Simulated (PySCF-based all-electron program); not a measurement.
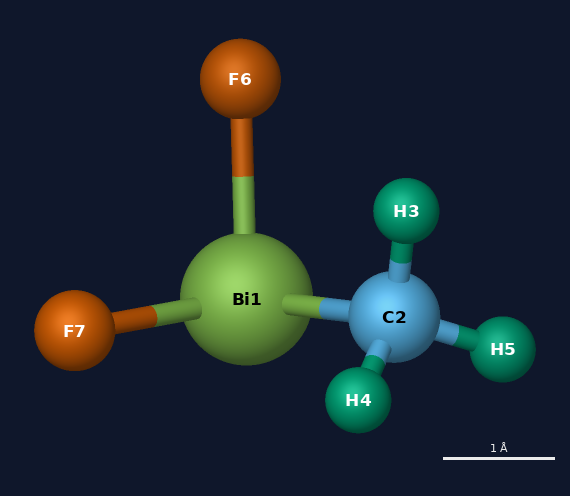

Simulated data, not a measurement (program: PySCF-based all-electron program).

The atoms are numbered. Geometry: a fixed input geometry, not necessarily a minimum.

Give the bond lengths.

```
  bond  length (Å)
Bi1–C2       2.025
Bi1–F6       2.000
Bi1–F7       2.000
 C2–H3       1.100
 C2–H4       1.100
 C2–H5       1.100
```
